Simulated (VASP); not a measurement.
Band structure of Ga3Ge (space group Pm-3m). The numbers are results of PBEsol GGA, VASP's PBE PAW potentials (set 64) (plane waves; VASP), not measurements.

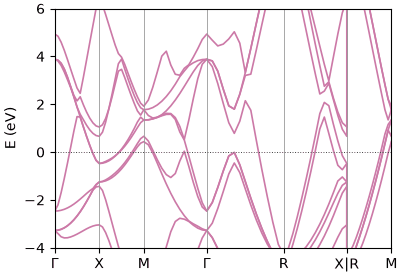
Figure. Bands along high-symmetry lines, zero at the valence-band maximum or, without a gap, the Fermi level

Read the plot: is there a gap, and where are the band edges?

It has no gap at this level: it comes out as a metal or semimetal. (Edges off the drawn lines would not show.)

The structure comes from a computed database's Ga3Ge entry (Pm-3m); how it stands against other phases isn't given here. It was relaxed first. The electron count is odd and the run is not spin-polarised, which forces a metal.
